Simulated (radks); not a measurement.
Computed with the in-house radial solver radks: Dirac Kohn-Sham, BLYP, spin-unpolarised, spherical densities, finite nucleus. The occupation of the 4f shell is varied from Bi³⁺ ([Xe] 4f13 5d10 6s2 6p1 (open shells shared over both j by 2j + 1)) to Bi²⁺ ([Xe] 4f14 5d10 6s2 6p1 (open shells shared over both j by 2j + 1)), with spherical fractional occupations. Wanted, and plotted below: the total energy less the straight line between the end points.

The curve is convex (below the straight line), with the largest deviation among the points computed, −3.93 eV, at 0.5. The end points differ by 184.9 eV, the energy to take the electron out. Convexity is the mark of the delocalisation error, which puts fractional charges too low; for p, d and f shells the spherical spreading of the fraction adds to it. The shell lies under occupied ones, so the straight line is a guide here rather than an exact condition.

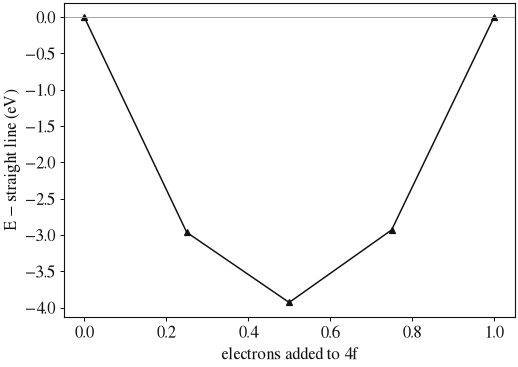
